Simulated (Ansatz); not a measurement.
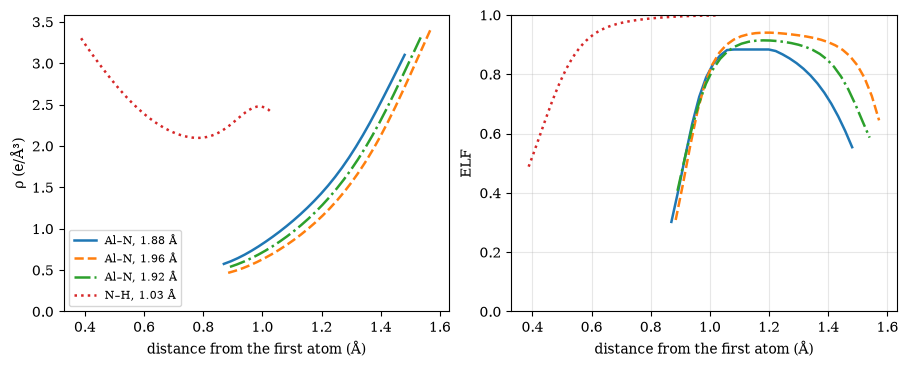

Figure. Al12H30N12 (Al12N12 wurtzite hole sphere). Total electron density and electron localisation function along straight lines between neighbouring atoms. The curves leave out the atomic cores.

Geometry: PBE-D4/def2-SVP.

The calculation used RKS PBE0-D4/def2-SVP (Ansatz).

Al12H30N12 (Al12N12 wurtzite hole sphere), 54 atoms.

**What can be read from the curves?**

Al–N (1.88 Å): ρ is about 0.69 e/Å³ halfway; the ELF peaks at about 0.90 in the valence shell of N, 0.8 Å from its nucleus, and is about 0.65 at the midpoint.
Al–N (1.96 Å): the density is about 0.6 e/Å³ at the midpoint; the ELF peaks at about 0.95 between the atoms (a polar covalent bond).
Al–N (1.92 Å): the density is about 0.64 e/Å³ at the midpoint; the ELF peaks at about 0.90 between the atoms: a shared but strongly polarised pair.
N–H (1.03 Å): ρ at the midpoint is about 2.7 e/Å³; the ELF climbs to about 1 towards the hydrogen, as it does in any bond to H: a covalent bond by its length.
